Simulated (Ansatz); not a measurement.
## Pressure series in Nb3Sn

The parent structure is Nb$_{3}$Sn in the A15 (Cr3Si type) structure (space group Pm-3n, No. 223).

Nb₃Sn has the cubic space group Pm-3n (No. 223), the A15 (Cr3Si type) structure, Pearson symbol cP8. Lattice parameters: a = b = c = 5.319 Å, α = β = γ = 90.00°. Nb on 6c is coordinated by 2 Nb at 2.660 Å and 8 Nb at 3.257 Å and 4 Sn at 2.974 Å. Sn on 2a is surrounded by 12 Nb at 2.974 Å. (Neighbours: up to the widest gap in distance over summed covalent radii, below 1.35, at either atom.)

Cell and atoms are relaxed at each pressure.

Levels (all Ansatz, a program for electronic structure, PAW): PBE (420 eV, without spin-orbit coupling); PBEsol (420 eV, no SOC).

The base cell above is that of PBE; each level relaxes its own structures.

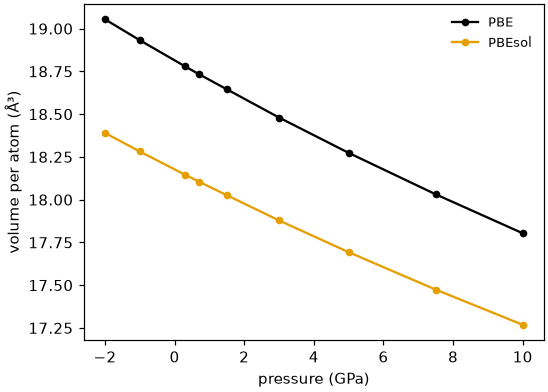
Fig. 1. Volume per atom under two levels

How do the two levels compare along the series?

PBE lies above PBEsol in every row, by 0.54 Å³ to 0.66 Å³. They put the cases in the same order.

Load acts through the strain it causes; cell and atoms are relaxed under it. Stability against distortions was not tested. No other phases were tried under pressure. All final runs are without spin polarisation.
